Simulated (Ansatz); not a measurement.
# Ga2H (charge −1): what the fields show

Input

```
crystal:
  periodic: [false, false, false]
  atoms:
    - {symbol: Ga, position_ang: [-0.262721, -0.119151, -0.109602]}
    - {symbol: Ga, position_ang: [1.313217, 0.737465, 1.567169]}
    - {symbol: H, position_ang: [-1.050496, -0.618314, -1.457566]}
basis:
  gaussian: {orbitals: def2-TZVPD, initial_orbitals: start.molden}
total_charge: -1
hamiltonian: {xc: pbe0, dispersion: d4}
output: {orbitals: {seedname: orbitals}}
```

Launched as:

```sh
ansatz run in.yaml --threads 4 --pin off --events-out ev --progress --plain --max-ram 3916MiB
```

Geometry: r2SCAN-D4/def2-TZVPD; the highest occupied orbital lies above zero, a sign that basis and functional describe the outermost electron poorly.

The calculation used Ansatz 0.2.0, RKS PBE0-D4/def2-TZVPD.

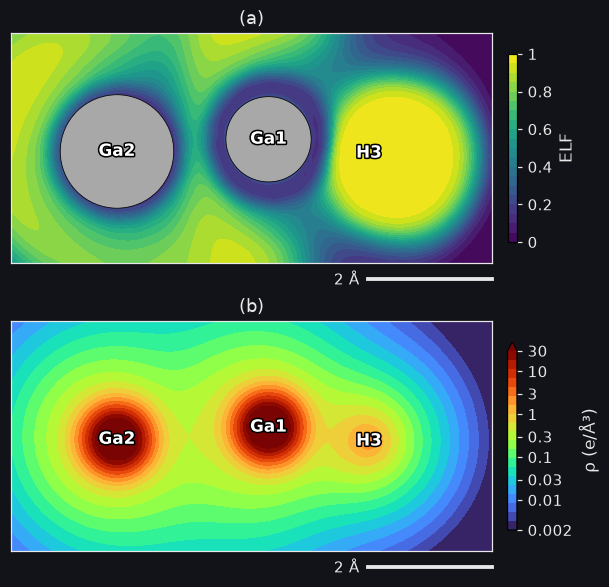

Figure 1. (a) ELF; (b) total electron density on the molecular plane. Grey discs cover the atomic cores in the ELF map.

**What do the fields say about this system?**

The section cuts through Ga and H sites.
Ga–Ga (2.46 Å): the density is about 0.4 e/Å³ at the midpoint; the ELF peaks at about 0.60 between the atoms.
Ga–H (1.64 Å): the density is about 0.81 e/Å³ at the midpoint; the ELF climbs to about 1 towards the hydrogen.

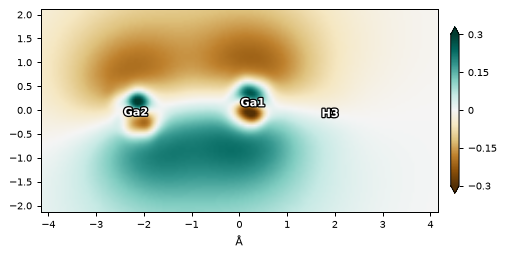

Figure 2. The HOMO on the molecular plane (values in Å⁻³ᐟ²; the overall sign is arbitrary).

**What is the character of this orbital?**

Its weight (Hirshfeld) is mainly on Ga1 (about 50 %) and Ga2 (about 45 %). Its energy is 0.91 eV.
